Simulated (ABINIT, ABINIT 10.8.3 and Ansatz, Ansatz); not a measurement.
**KHF2 (I4/mcm): Bethe-Salpeter spectra with ABINIT**

Aim: the absorption spectrum of KHF2 (I4/mcm) with electron-hole interaction, and what each part of the kernel does.

Calculated with ABINIT 10.8.3 and Ansatz 0.2.0; PBEsol and many-body steps on it, plane waves.

**1. The starting structure**

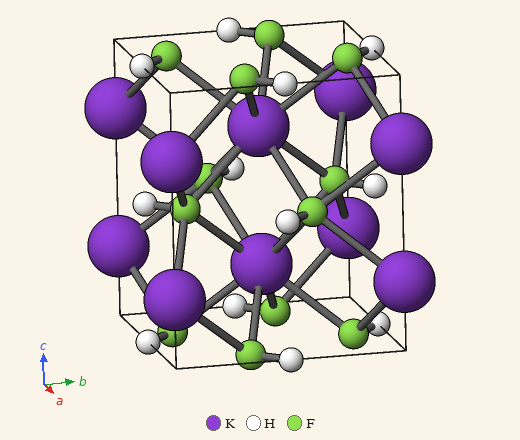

Start, viewed slightly off an axis; potassium purple, hydrogen white, fluorine green. This picture shows the conventional cell, with its axes. Some periodic images of atoms are drawn too.

The cell and positions come from the Crystallography Open Database and are kept as given unless a step says otherwise.

**2. Empty states on the mesh, 2×2×2 mesh, 83 bands**

This step: ABINIT 10.8.3; DFT, PBEsol, plane waves, norm-conserving pseudopotentials.

The sums over transitions need many empty states on a uniform mesh; this step solves for them.

The input, run.abi:

```
acell 3*1.0 Angstrom
rprim 
  -2.835000000000 2.835000000000 3.405000000000
  2.835000000000 -2.835000000000 3.405000000000
  2.835000000000 2.835000000000 -3.405000000000
ntypat 3
znucl 19 1 9
natom 8
typat 1 1 2 2 3 3 3 3
xred 
  0.250000000000 0.250000000000 -0.000000000000
  0.750000000000 0.750000000000 -0.000000000000
  0.500000000000 -0.000000000000 0.500000000000
  0.000000000000 0.500000000000 0.500000000000
  0.640800000000 0.140800000000 0.781600000000
  0.140800000000 0.359200000000 0.500000000000
  0.359200000000 0.859200000000 0.218400000000
  0.859200000000 0.640800000000 0.500000000000
pp_dirpath "pseudos"
pseudos "K.upf, H.upf, F.upf"
ecut 36
ngkpt 2 2 2
nshiftk 1
shiftk 0 0 0
kptopt 1
chksymbreak 0
iscf -2
irdden 1
istwfk *1
nband 83
nbdbuf 6
tolwfr 1e-09
nstep 60
prtvol 0
indata_prefix "in"
outdata_prefix "out"
tmpdata_prefix "tmp"
```

On the command line:

```sh
$ OMP_NUM_THREADS=1 mpirun -n 4 abinit run.abi > log
```

Numbers of over 12 decimals in the logs are rounded to 6 here.

Log:

```text
.Version 10.8.3 of ABINIT. v10.8.2 released Aug 2026.

 Symmetries : space group I4/m c m (#140); Bravais tI (body-center tetrag.)
[... echo of the input left out ...]
== DATASET  1 ==================================================================
-   mpi_nproc: 4, omp_nthreads: 1 (-1 if OMP is not activated)

--- !DatasetInfo
iteration_state: {dtset: 1, }
dimensions: {natom: 8, nkpt: 4, mband: 83, nsppol: 1, nspinor: 1, nspden: 1, mpw: 7677, }
cutoff_energies: {ecut:  36.0, pawecutdg:  -1.0, }
[...]
1.03095    1.07484    1.07980    1.08266    1.08731    1.08731    1.11858    1.14392
   1.14392    1.15010    1.15129    1.15129    1.23213    1.23213    1.28001    1.30568
   1.30956    1.31948    1.32289
 prteigrs : prtvol=0 or 1, do not print more k-points.

== END DATASET(S) ==============================================================
================================================================================

 -outvars: echo values of variables after computation  --------
            nband          83
             nkpt           4
          spgroup         140
 [... the other variables as echoed above ...]

 Calculation completed.
```

The job ended after 21 s (4 MPI ranks of Intel Xeon 6975P-C (Granite Rapids), shared host; peak memory 0.42 GiB; 84 s of CPU time).

This step gave:

* gap: 7.017 eV
* k of the valence top: 0.5, 0.5, 0.5
* k of the conduction bottom: 0, 0, 0
* least direct gap: 7.072 eV
* k points computed: 4
* lowest point of the top converged band, above the valence top: 34.97 eV

On this mesh the gap is 7.017 eV.

The density comes from a self-consistent run that is not shown.

**3. Screening, 2×2×2 mesh, 77 bands, screening to 98 eV**

The RPA dielectric matrix is built and inverted for each q.

This step: RPA screening on PBEsol, plane waves, norm-conserving pseudopotentials.

run.abi, as its differences from that of step 2:

```diff
@@ -26,10 +26,11 @@
 chksymbreak 0
-iscf -2
-irdden 1
 istwfk *1
-nband 83
-nbdbuf 6
-tolwfr 1e-09
-nstep 60
-prtvol 0
+occopt 1
+irdwfk 1
+optdriver 3
+nband 77
+ecuteps 3.6
+inclvkb 2
+awtr 1
+symchi 1
 indata_prefix "in"
```

Log:

```text
.Version 10.8.3 of ABINIT. v10.8.2 released Aug 2026.

 Symmetries : space group I4/m c m (#140); Bravais tI (body-center tetrag.)
[... echo of the input left out ...]
== DATASET  1 ==================================================================
-   mpi_nproc: 4, omp_nthreads: 1 (-1 if OMP is not activated)

--- !DatasetInfo
iteration_state: {dtset: 1, }
dimensions: {natom: 8, nkpt: 4, mband: 77, nsppol: 1, nspinor: 1, nspden: 1, mpw: 7677, }
cutoff_energies: {ecut:  36.0, pawecutdg:  -1.0, }
[...]
--------------------------------------------------------------------------------
[... chi0 elements left out ...]
 For q-point:  0.000010 0.000020 0.000030
  dielectric constant =   1.8310
  dielectric constant without local fields =   1.9775

  Average fulfillment of the sum rule on Im[epsilon] for q-point    1 :     33.38  [%]
[... wings left out ...]
  q-point number  2        q = ( 0.500000, 0.000000, 0.000000) [r.l.u.]
--------------------------------------------------------------------------------
[... chi0 elements left out ...]
  Average fulfillment of the sum rule on Im[epsilon] for q-point    2 :     39.77  [%]

 [... 2 further q-points ...]
```

Run time: 20 s. Hardware: 4 MPI ranks; peak memory 1 GiB; 79 s of CPU time.

Numbers from this step:

```
ε∞ with local fields, on this mesh, along the program's q direction : 1.831
the same without local fields                                       : 1.978
plasma frequency                                                    : 24.59 eV
plane waves in the screening matrix                                 : 241
```

Local fields lower ε∞ by 7 %. On a Γ-centred mesh this coarse the value itself is usually too large, while a short band sum pulls it down.

**4. Self-energy, 2×2×2 mesh, 77 bands, screening to 98 eV**

The self-energy is evaluated for the states that the input lists, and the levels follow from it, in one-shot runs by the linearised quasiparticle equation.

This step: G0W0 on PBEsol, plane waves, norm-conserving pseudopotentials.

run.abi, as its differences from that of step 3:

```diff
@@ -29,8 +29,17 @@
 irdwfk 1
-optdriver 3
+optdriver 4
 nband 77
+gwcalctyp 0
+ecutsigx 36
+symsigma 1
+nkptgw 2
+kptgw 
+  0.5000000000 0.5000000000 0.5000000000
+  0.0000000000 0.0000000000 0.0000000000
+bdgw 
+  22 26
+  22 26
 ecuteps 3.6
-inclvkb 2
-awtr 1
-symchi 1
+irdscr 1
+ppmodel 1
 indata_prefix "in"
```

Log:

```text
.Version 10.8.3 of ABINIT. v10.8.2 released Aug 2026.

 Symmetries : space group I4/m c m (#140); Bravais tI (body-center tetrag.)
[... echo of the input left out ...]
== DATASET  1 ==================================================================
-   mpi_nproc: 4, omp_nthreads: 1 (-1 if OMP is not activated)

--- !DatasetInfo
iteration_state: {dtset: 1, }
dimensions: {natom: 8, nkpt: 4, mband: 77, nsppol: 1, nspinor: 1, nspden: 1, mpw: 7677, }
cutoff_energies: {ecut:  36.0, pawecutdg:  -1.0, }
[...]
Band     E0 <VxcDFT>   SigX SigC(E0)      Z dSigC/dE  Sig(E)    E-E0       E
[...]
25   5.574  -8.571  -4.337  -2.219   0.911  -0.098  -6.735   1.836   7.410
       26   8.373 -10.112  -4.589  -2.142   0.908  -0.102  -7.044   3.069  11.441

== END DATASET(S) ==============================================================
================================================================================

 -outvars: echo values of variables after computation  --------
           etotal      0.0000000000E+00
            nband          77
             nkpt           4
          spgroup         140
 [... the other variables as echoed above ...]

 Calculation completed.
```

Run time: 7.1 s. Hardware: 4 MPI ranks; peak memory 0.78 GiB.

Numbers from this step:

```yaml
g0w0_gap_on_the_points_computed: 11.08 eV
starting_gap_on_the_mesh: 7.017 eV
k_of_the_valence_top: 0, 0, 0
k_of_the_conduction_bottom: 0, 0, 0
least_direct_g0w0_gap_on_the_computed_points: 11.08 eV
```

The gap on the mesh goes from 7.02 eV to 11.08 eV, a correction of +4.06 eV.

The gap opens by 4.063 eV; the next steps shift the empty bands rigidly by 4.063 eV. The least direct G0W0 gap is 11.080 eV, so this shift leaves the direct transitions +0.05 eV off.

**5. Excitons**

Light makes an electron and a hole together. The Bethe-Salpeter equation adds their screened attraction and their exchange, in a window of bands around the gap.

This step: Bethe-Salpeter equation on PBEsol with a scissors shift, plane waves, norm-conserving pseudopotentials.

run.abi, as its differences from that of step 4:

```diff
@@ -29,17 +29,17 @@
 irdwfk 1
-optdriver 4
-nband 77
-gwcalctyp 0
-ecutsigx 36
-symsigma 1
-nkptgw 2
-kptgw 
-  0.5000000000 0.5000000000 0.5000000000
-  0.0000000000 0.0000000000 0.0000000000
-bdgw 
-  22 26
-  22 26
+optdriver 99
+bs_calctype 1
+mbpt_sciss 4.063 eV
+bs_loband 13
+nband 32
+bs_exchange_term 1
+bs_coulomb_term 11
+bs_coupling 0
+bs_algorithm 1
+bs_freq_mesh 0 17 0.1 eV
+zcut 0.15 eV
 ecuteps 3.6
+ecutwfn 18
+inclvkb 2
 irdscr 1
-ppmodel 1
 indata_prefix "in"
```

Log:

```text
.Version 10.8.3 of ABINIT. v10.8.2 released Aug 2026.

 Symmetries : space group I4/m c m (#140); Bravais tI (body-center tetrag.)
[... echo of the input left out ...]
== DATASET  1 ==================================================================
-   mpi_nproc: 4, omp_nthreads: 1 (-1 if OMP is not activated)

--- !DatasetInfo
iteration_state: {dtset: 1, }
dimensions: {natom: 8, nkpt: 4, mband: 32, nsppol: 1, nspinor: 1, nspden: 1, mpw: 2710, }
cutoff_energies: {ecut:  18.0, pawecutdg:  -1.0, }
electrons: {nelect:   4.80000000E+01, charge:   0.00000000E+00, occopt:   1.00000000E+00, tsmear:   1.00000000E-02, }

 Exciton: Calculation of dielectric properties by solving the Bethe-Salpeter equation
 in frequency domain and reciprocal space on a transitions basis set.
 Based on a program developed by L. Reining, V. Olevano, F. Sottile,
 S. Albrecht, and G. Onida. Incorporated in ABINIT by M. Giantomassi.

.Using double precision arithmetic ; gwpc =  8

[... cell and pseudopotentials left out ...]
--------------------------------------------------------------------------------

 ==== K-mesh for the wavefunctions ====
 Number of points in the irreducible wedge :     4
[... list of points left out ...]
 Together with 16 symmetry operations and time-reversal symmetry
 yields     8 points in the full Brillouin Zone.

 ==== Q-mesh for the screening function ====
 Number of points in the irreducible wedge :     4
[... list of points left out ...]
 Together with 16 symmetry operations and time-reversal symmetry
 yields     8 points in the full Brillouin Zone.

 vcoul_init : cutoff-mode = AUXILIARY_FUNCTION
 q-points for optical limit:   1
     1)      0.000010    0.000020    0.000030
 setmesh: FFT mesh size selected  =    24x   24x   24
          total number of points  =        13824

 ==== Fundamental parameters for the solution of the Bethe-Salpeter equation: ====
 Algorithm: Direct diagonalization.
 Dimension of the v, W matrices,  npweps  = 241
 Cutoff for the wavefunctions,    npwwfn  = 2709
 Number of k-points in the IBZ,   nkibz   = 4
 Highest empty band included,     nband   = 32
 === Spin UP ===
 Number of resonant transitions          768
 Lowest occupied state                   13
 Highest occupied state                  24
 Lowest unoccupied state                 25
 Highest unoccupied state                32
 Minimum frequency [eV]           Emin    =   0.00
 Maximum frequency [eV]           Emax    =  17.00
 Frequency step [eV]              dE      =   0.10
 Lorentzian broadening [eV]       eta     =   0.15
 RPA L0 with KS energies and KS wavefunctions
 Scissors operator energy [eV] =          4.06
 Local fields effects (v term) included
 Excitonic effects (W term) included
 Full W_GG' included
 W is read from an external SCR file
 Resonant-only calculation (Hermitian case)

 Calculating epsilon_Macro(q-->0,w), along the following directions:
 q = (  1.310525  0.000000  0.000000) [r.l.u.]
 q = (  0.000000  1.310525  0.000000) [r.l.u.]
 q = (  0.000000  0.000000  1.205833) [r.l.u.]
 q = ( -0.852652  0.852652  0.852652) [r.l.u.]
 q = (  0.852652 -0.852652  0.852652) [r.l.u.]
 q = (  1.024085  1.024085 -1.024085) [r.l.u.]
 Number of electrons calculated from density =   47.9253; Expected =   48.0000
 average of density, n =  0.064876
 r_s =    1.5439
 omega_plasma =   24.5696 [eV]

. Writing resonant excitonic Hamiltonian on file out_BSR; file size=   0.00 [Gb].
 Direct diagonalization of the resonant excitonic Hamiltonian, Matrix size= 768
. Using LAPACK sequential version.
 Excitonic eigenvalues in eV up to n=   32
   8.99890   9.12759   9.14161   9.19511   9.19792   9.34397   9.62777  10.01650
  10.08897  10.09097  11.07200  11.09268  11.11225  11.12379  11.26289  11.27865
  11.34627  11.46416  11.49175  11.50349  11.51589  11.55358  11.56395  11.58466
  11.59678  11.61058  11.65560  11.68683  11.69316  11.73160  11.74755  11.76033

 First excitonic eigenvalue=    9.00 [eV]
 Last  excitonic eigenvalue=   20.43 [eV]

 GW  direct gap      11.13  0.00 [eV]
 EXC direct gap       9.00  0.00 [eV]
 EXC binding energy   2.14  0.00 [eV]

 Excitonic eigenvalues up to the GW energy gap [eV]
  1 (  9.00  0.00)
  2 (  9.13  0.00)
  3 (  9.14  0.00)
  4 (  9.20  0.00)
  5 (  9.20  0.00)
  6 (  9.34  0.00)
[...]
12 ( 11.09  0.00)
 13 ( 11.11  0.00)
 14 ( 11.12  0.00)

 Macroscopic dielectric function:
 omega [eV] <KS_RPA_nlf>  <GW_RPA_nlf>  <BSE>
   0.0000   1.3364   0.0000   1.2432   0.0000   1.3058   0.0000
   0.1000   1.3365   0.0001   1.2433   0.0000   1.3059   0.0001
   0.2000   1.3366   0.0002   1.2433   0.0001   1.3059   0.0001
   0.3000   1.3367   0.0003   1.2433   0.0001   1.3061   0.0002
   0.4000   1.3370   0.0004   1.2434   0.0001   1.3062   0.0003
   0.5000   1.3372   0.0005   1.2435   0.0002   1.3064   0.0004
   0.6000   1.3376   0.0006   1.2437   0.0002   1.3067   0.0004
   0.7000   1.3380   0.0007   1.2438   0.0002   1.3070   0.0005
   0.8000   1.3385   0.0008   1.2440   0.0003   1.3074   0.0006
   0.9000   1.3390   0.0009   1.2442   0.0003   1.3078   0.0006

 Writing KS-RPA macroscopic dielectric function without local fields to file: out_RPA_NLF_MDF
 Writing GW-RPA macroscopic dielectric function without local fields to file: out_GW_NLF_MDF
 Writing EXC Macroscopic dielectric function to file: out_EXC_MDF

== END DATASET(S) ==============================================================
================================================================================

 -outvars: echo values of variables after computation  --------
           etotal      0.0000000000E+00
            nband          32
             nkpt           4
          spgroup         140
 [... the other variables as echoed above ...]

 Calculation completed.
```

Elapsed: 21 s, on 4 MPI ranks; peak memory 0.48 GiB; 83 s of CPU time.

Numbers from this step:

```yaml
direct_gap_of_the_transition_levels: 11.13 eV
transitions_in_the_window: 768
first_strong_exciton_over_a_fiftieth_of_the_strongest_listed: 9.128 eV
lowest_state: 8.999 eV
binding_of_the_lowest_state_below_the_direct_gap: 2.136 eV
coulomb_term_of_one_mesh_cell: 2.334 eV
```

The binding is 0.91 times the screened Coulomb term of one mesh cell (2.33 eV), so it is not shown settled.

The lowest state lies at 8.999 eV, 2.136 eV under the direct gap.

Lines within 3 meV are set at the lowest of them, and the highest group, which the list may cut short, is left out; lines within 3 meV are set at the lowest of them, and the highest group, which the list may cut short, is left out. Lines of the exciton spectrum (strongest = 100):

| position (eV) | lines merged | oscillator strength, relative |
| --- | --- | --- |
| 8.999 | 1 | 1.4 |
| 9.128 | 1 | 70 |
| 9.142 | 1 | 62 |
| 9.195 | 2 | 0.8 |
| 9.344 | 1 | 0.8 |
| 9.628 | 1 | 100 |
| 10.017 | 1 | 0.0 |
| 10.089 | 2 | 7.5 |
| 11.072 | 1 | 0.1 |
| 11.093 | 1 | 0.4 |
| 11.112 | 1 | 0.8 |
| 11.124 | 1 | 1.1 |

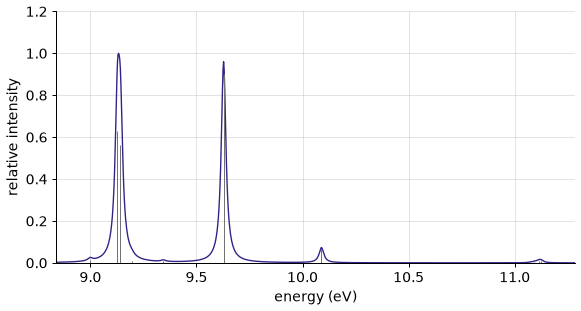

The exciton spectrum, broadened with Lorentzians of width 0.027 eV; bars mark the lines.

The ε₂ has structure finer than the step of the table below, so its rows give means over 1 eV, whole bins alone (the curve runs from 0 to 16.9 eV). Peaks (eV: height): BSE 9.1: 1.41, 9.6: 1.17, 11.6: 2.90; no electron-hole interaction 11.2: 0.602, 14.0: 1.94, 14.4: 2.24, 15.7: 1.49; Kohn-Sham, no shift 7.2: 0.651, 10.4: 2.27, 11.6: 1.52.

Mean over the three Cartesian directions of q; broadening 0.15 eV; transition window only. Limits: finite bands, cutoff and mesh; coarse k mesh; exciton not shown settled in the k mesh. The ε₂ by photon energy; means over each step:

| photon energy (eV) | BSE | no electron-hole interaction | Kohn-Sham, no shift |
| --- | --- | --- | --- |
| 1 | 7.2e-4 | 3.5e-4 | 9.8e-4 |
| 2 | 0.00152 | 7.1e-4 | 0.00209 |
| 3 | 0.00251 | 0.00113 | 0.00355 |
| 4 | 0.00385 | 0.00163 | 0.00579 |
| 5 | 0.00589 | 0.00225 | 0.0101 |
| 6 | 0.00950 | 0.00309 | 0.0242 |
| 7 | 0.0176 | 0.00434 | 0.272 |
| 8 | 0.0506 | 0.00636 | 0.207 |
| 9 | 0.665 | 0.0103 | 0.150 |
| 10 | 0.468 | 0.0228 | 1.57 |
| 11 | 0.839 | 0.258 | 1.04 |
| 12 | 1.37 | 0.219 | 1.32 |
| 13 | 0.685 | 0.132 | 0.509 |
| 14 | 0.658 | 1.46 | 0.168 |
| 15 | 0.418 | 1.09 | 0.139 |
| 16 | 0.144 | 1.34 | 0.167 |

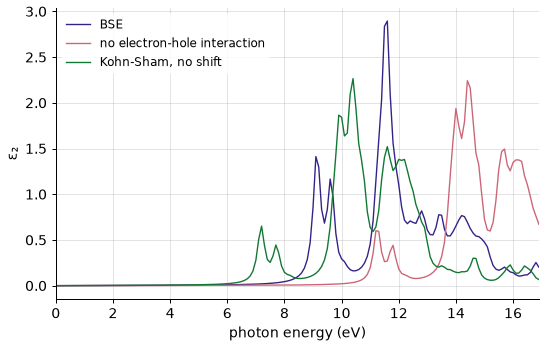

ε₂, plotted against photon energy.

[end of part 1 of 3]

[Paths, hosts, dates, memory and timing lines, banners, echoed tables and standing remarks are left out of the program output.]

[Logs are printed without paths, hosts, clocks, repeated set-up lines and the standing remarks that a program may print on its own settings, such as how far it seeks lower states.]

[Runs of the session that timed out or met a known fault of the program may be left out.]

[Hosts, paths, dates, database ids (printed as entryN), source tags and the programs' standing remarks are cut or masked in the printed files.]

[G0W0 gaps are taken among the corrected bands and points alone; a level outside them can change the order at an edge.]

[Where Ansatz stands beside ABINIT at settings called matched, ABINIT's density can come from a denser mesh and the files from another edition; pairs whose starting gaps differed by over 0.03 eV were left out, so agreement reads better than it is.]
